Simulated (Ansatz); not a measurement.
# B2H4S2: rigid scan of one bond length

A script is to give a rigid scan of one bond length; the system is B2H4S2. SMILES: BSBS.

All numbers are computed with Ansatz 0.2.0, driven from Python. Level of theory: B3LYP+D3(BJ)/cc-pVDZ.

### 1 The system

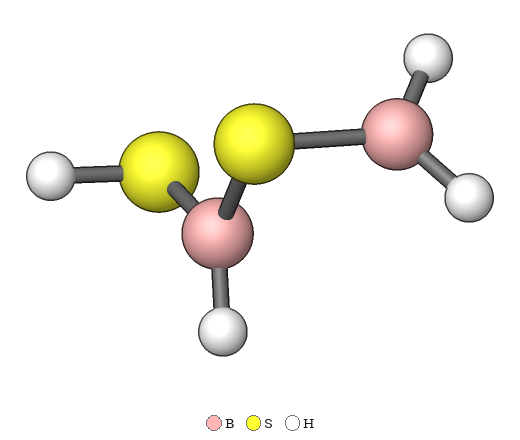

The starting structure, viewed from a chosen angle; boron pink, sulfur yellow, hydrogen white.

The script holds or builds the structure itself.

### 2 The script

b2h4s2.py

```python
"""Potential curve of B2H4S2 along one bond."""

import ansatz as az
import numpy as np

BASIS_SET = "cc-pVDZ"
FUNCTIONAL = "B3LYP"
VDW = "d3bj"

geometry_ang = [
    ("B", (-0.3401, 1.6099, -0.5532)),
    ("S", (0.944, 0.8965, 0.5231)),
    ("B", (0.4683, -0.8477, -0.0238)),
    ("S", (-0.6888, -1.829, 0.9675)),
    ("H", (-0.1392, 1.9505, -1.6972)),
    ("H", (-1.4757, 1.8389, -0.1359)),
    ("H", (1.0535, -1.3296, -0.9473)),
    ("H", (0.2701, -2.3467, 1.8109)),
]
molecule = az.Crystal.molecule()
for symbol, xyz in geometry_ang:
    molecule = molecule.atom(symbol, xyz)

symbols = [site.symbol for site in molecule.cartesian_sites]
start = np.array([site.position_ang for site in molecule.cartesian_sites])
axis = (start[3] - start[2]) / np.linalg.norm(start[3] - start[2])
moving = [3, 7]
lengths, energies = [1.595, 1.667, 1.74, 1.812, 1.885, 1.957, 2.03, 2.139], []
for length in lengths:
    xyz = start.copy()
    xyz[moving] += (length - np.linalg.norm(start[3] - start[2])) * axis
    point = az.Crystal.molecule()
    for symbol, place in zip(symbols, xyz):
        point = point.atom(symbol, place.tolist())
    job = point.calculation().basis(gaussian=BASIS_SET).functional(FUNCTIONAL, dispersion=VDW)
    r = job.run(threads=1, backend="cpu").report
    energies.append(r["free_energy_ev"])
    print(f"r = {length:6.3f} A  E = {energies[-1]:.5f} eV  <S^2> = {abs(r['mean_field']['state']['spin_squared']):.3f}")

# quartic fit about the minimum
fit = np.polynomial.Polynomial.fit(lengths, np.array(energies) - min(energies), 4).convert()
roots = [r.real for r in fit.deriv().roots() if abs(r.imag) < 1e-9 and fit.deriv(2)(r.real) > 0]
r_e = min(roots, key=lambda r: abs(r - lengths[int(np.argmin(energies))]))
print(f"minimum of the fit at {r_e:.4f} A, force constant {fit.deriv(2)(r_e):.2f} eV/A^2")
```

### 3 The calls as engine input

The package turns the script's settings into the engine's input (first run):

```yaml
crystal:
  periodic: [false, false, false]
  atoms:
    - { symbol: B, position_ang: [-0.3401, 1.6099, -0.5532] }
    - { symbol: S, position_ang: [0.944, 0.8965, 0.5231] }
    - { symbol: B, position_ang: [0.4683, -0.8477, -0.0238] }
    - { symbol: S, position_ang: [-0.5500488213789092, -1.7113295034302338, 0.8486303747583723] }
    - { symbol: H, position_ang: [-0.1392, 1.9505, -1.6972] }
    - { symbol: H, position_ang: [-1.4757, 1.8389, -0.1359] }
    - { symbol: H, position_ang: [1.0535, -1.3296, -0.9473] }
    - { symbol: H, position_ang: [0.4088511786210908, -2.2290295034302336, 1.6920303747583723] }
basis:
  gaussian:
    orbitals: cc-pVDZ
hamiltonian:
  xc: b3lyp
  dispersion: d3bj
```

### 4 Running it

On the command line:

```sh
> python b2h4s2.py
```

Log:

```text
r =  1.595 A  E = -23088.77453 eV  <S^2> = 0.000
r =  1.667 A  E = -23089.29518 eV  <S^2> = 0.000
r =  1.740 A  E = -23089.59642 eV  <S^2> = 0.000
r =  1.812 A  E = -23089.73066 eV  <S^2> = 0.000
r =  1.885 A  E = -23089.74780 eV  <S^2> = 0.000
r =  1.957 A  E = -23089.68117 eV  <S^2> = 0.000
r =  2.030 A  E = -23089.55464 eV  <S^2> = 0.000
r =  2.139 A  E = -23089.29545 eV  <S^2> = 0.000
minimum of the fit at 1.8592 A, force constant 17.87 eV/A^2
```

Wall time 19 s (1 thread of Arm Neoverse V2, shared host); peak memory 0.23 GiB.

### 5 What changed from run to run

The engine's inputs for some of the other runs:

Run 2, against run 1:

```diff
@@ -7 +7 @@
-    - { symbol: S, position_ang: [-0.5500488213789092, -1.7113295034302338, 0.8486303747583723] }
+    - { symbol: S, position_ang: [-0.5960181725634117, -1.7503146596979309, 0.8880128117380607] }
@@ -11 +11 @@
-    - { symbol: H, position_ang: [0.4088511786210908, -2.2290295034302336, 1.6920303747583723] }
+    - { symbol: H, position_ang: [0.3628818274365883, -2.268014659697931, 1.7314128117380607] }
```

Run 4, against run 1:

```diff
@@ -7 +7 @@
-    - { symbol: S, position_ang: [-0.5500488213789092, -1.7113295034302338, 0.8486303747583723] }
+    - { symbol: S, position_ang: [-0.6885953381433125, -1.8288264327370432, 0.9673246639888219] }
@@ -11 +11 @@
-    - { symbol: H, position_ang: [0.4088511786210908, -2.2290295034302336, 1.6920303747583723] }
+    - { symbol: H, position_ang: [0.27030466185668744, -2.346526432737043, 1.8107246639888217] }
```

Run 5, against run 1:

```diff
@@ -7 +7 @@
-    - { symbol: S, position_ang: [-0.5500488213789092, -1.7113295034302338, 0.8486303747583723] }
+    - { symbol: S, position_ang: [-0.7352031525387108, -1.8683530495084582, 1.0072540792598947] }
@@ -11 +11 @@
-    - { symbol: H, position_ang: [0.4088511786210908, -2.2290295034302336, 1.6920303747583723] }
+    - { symbol: H, position_ang: [0.22369684746128912, -2.386053049508458, 1.8506540792598947] }
```

### 6 The engine's runs

The 8 runs, in the order started:

| run | distance (Å) | energy from run 5 (eV) | SCF cycles | CPU time (s) |
| --- | --- | --- | --- | --- |
| 1 | 1.59 | 0.9733 | 16 | 2.2 |
| 2 | 1.67 | 0.4526 | 17 | 2.2 |
| 3 | 1.74 | 0.1514 | 17 | 2.2 |
| 4 | 1.81 | 0.0171 | 17 | 2.4 |
| 5 | 1.89 | 0.0000 | 17 | 2.2 |
| 6 | 1.96 | 0.0666 | 19 | 2.3 |
| 7 | 2.03 | 0.1932 | 19 | 2.3 |
| 8 | 2.14 | 0.4523 | 17 | 2.3 |

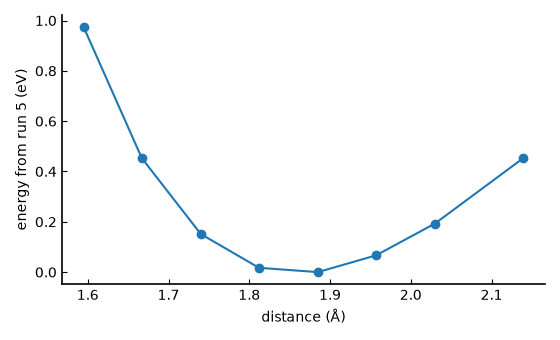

Energy against distance; lines join the points.

### 7 Summary of results

| quantity | value |
| --- | --- |
| bond length at the fit's minimum | 1.8592 Å |
| runs compared | 8 |
| range of energy | 0.973 eV |
| lowest point, distance (Å) | 1.89 |

The lowest point, at 1.89, lies inside the range. The ends stand 0.973 and 0.452 eV above it. The distance scanned is the script's pair 2, 3. Notes:
- The rest of the molecule is held rigid at a force-field or estimated start geometry, and the basis set is modest; single-reference methods fail as a bond breaks.
- b3lyp holds the VWN-RPA fit, as in Gaussian; the form of ORCA and Turbomole is b3lyp5.
- The orbitals are restricted, so S² is zero by construction.
